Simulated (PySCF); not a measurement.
```csv
atom,x (Å),y (Å),z (Å)
C,2.5086,0.2949,-0.7384
O,1.3320,-0.4667,-0.7806
C,0.2737,0.0316,-0.0805
C,-0.9326,-0.5791,-0.0268
C,-1.3038,-1.8538,-0.7058
Si,-1.9778,0.5472,1.0765
Si,0.0910,1.6036,0.9875
H,3.2557,-0.2556,-1.3096
H,2.8614,0.4274,0.2898
H,2.3607,1.2818,-1.1902
H,-1.6878,-2.5726,0.0188
H,-2.0910,-1.6743,-1.4395
H,-0.4435,-2.2857,-1.2133
H,-3.1693,1.1073,0.4223
H,-2.4576,-0.0844,2.3146
H,1.0250,1.6449,2.1232
H,0.3483,2.8454,0.2422
```

Geometry: GFN2-xTB.

These are results of PySCF 2.14.0, PBE0/def2-SVPD, SCF density, gas phase, not measurements.

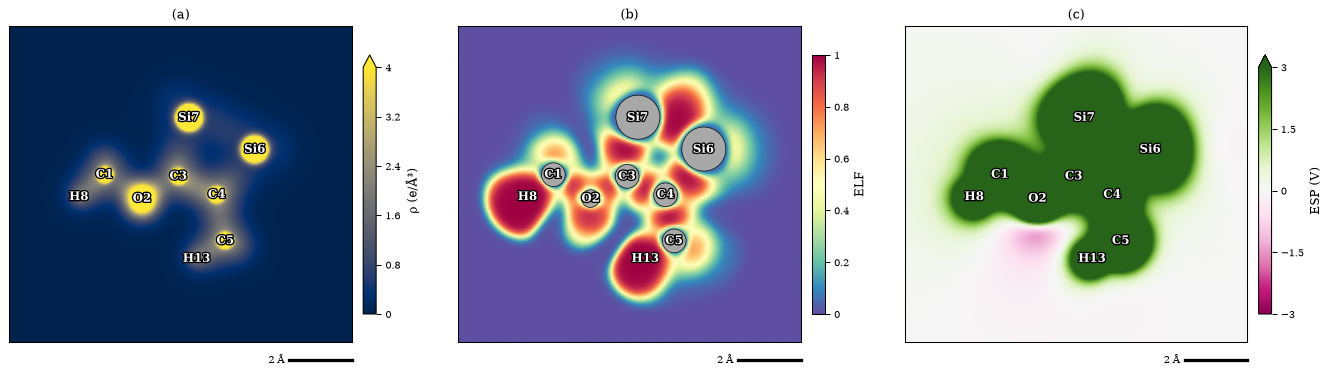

C₄H₁₀OSi₂ (SMILES COC1=C(C)[SiH2][SiH2]1). (a) total electron density; (b) ELF; (c) molecular electrostatic potential on the plane of atoms C3, C4 and C5. Grey discs cover the atomic cores in the ELF map.

**Read the bonding off the picture.**

- The plane passes through C, O, Si and H nuclei.
- C–C (1.35 Å): ρ at the midpoint is about 2.2 e/Å³; the ELF peaks at about 0.95 between the atoms: a covalent bond.
- C–O (1.36 Å): the density is about 2.3 e/Å³ at the midpoint, with its minimum of 1.9 e/Å³ about 0.5 Å from C; the ELF peaks at about 0.90 between the atoms (a polar covalent bond).
- C–Si (1.89 Å): the density is about 0.92 e/Å³ at the midpoint; the ELF peaks at about 0.95 between the atoms (localised, covalent bonding).
- Si–Si (2.32 Å): the density is about 0.6 e/Å³ at the midpoint; the ELF peaks at about 0.95 between the atoms (a shared electron pair).
- C–H (1.09 Å): the density is about 2 e/Å³ at the midpoint; the ELF climbs to about 1 towards the hydrogen, as it does in any bond to H (an ordinary covalent bond to hydrogen).
- The ELF also peaks beside O2, away from the bonds: lone-pair regions.
- Outside the dense part of the molecule the potential is most negative (−1.4 V) near O2.
